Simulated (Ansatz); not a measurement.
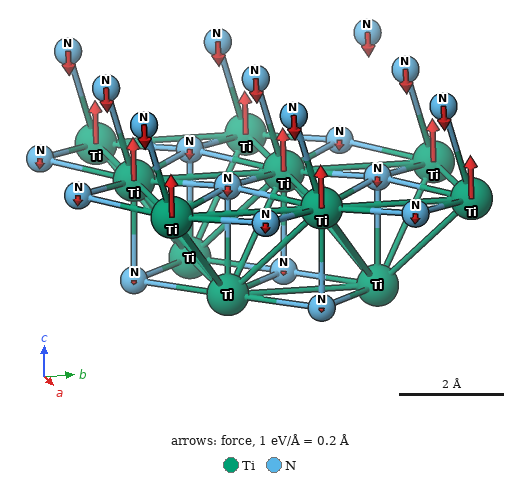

Starting geometry of a slab of composition Ti$_{4}$N$_{5}$ (cut from the Fm-3m phase) with the computed forces as red arrows. The picture is a ball-and-stick view of the atoms within 5.0 Å of the atom that moves most (axes of the 3 × 3 repeat of the cell, outlined in the plane, without the vacuum), seen slightly off an axis.

Case: N put at a bridge N-Ti site. The slab is the (1 0 0) face of TiN with N on it. 4 atoms are held fixed.

Level of theory: Ansatz 0.2.0, DFT PBEsol, scalar-relativistic, plane waves, PAW. (plane-wave cutoff 420 eV; k-point mesh 10 × 10 × 1; occupations gaussian; smearing width 0.1 eV; no spin polarisation; dipole correction; atoms relaxed in a fixed cell; force threshold 0.03 eV/Å; at most 70 steps)

**Is this structure relaxed? If not, where do the atoms go?**

It isn't relaxed: the largest force vector, on a Ti atom, is 4.42 eV/Å. The final displacements follow the starting forces only in part (cosine between the two patterns 0.55). The largest move is that of an N atom, 1.00 Å at 39° to the normal (−c side). By element the largest moves are N 1.00 Å, Ti 0.24 Å. The lattice vectors keep their values. Some distances before and after: N–N 2.171 → 1.366 Å, N–Ti 3.126 → 2.404 Å, N–Ti 2.314 → 1.922 Å, Ti–Ti 2.897 → 3.156 Å. New bonds form, among them: N–N (2.17 → 1.37 Å). Among the angles between lasting bonds that change: Ti–N–Ti 85.6° → 99.0°, Ti–N–Ti 85.6° → 95.6°, Ti–N–Ti 85.6° → 92.2°. Over 9 geometry steps the energy falls by 3.857 eV per cell of the calculation. The largest force component goes from 4.4 to 0.0087 eV/Å.

Limits of the set-up: the cell has an odd number of electrons but was run without spin polarisation; the periodic images lie only 3.0 Å apart, so the values are limited by the cell's size.
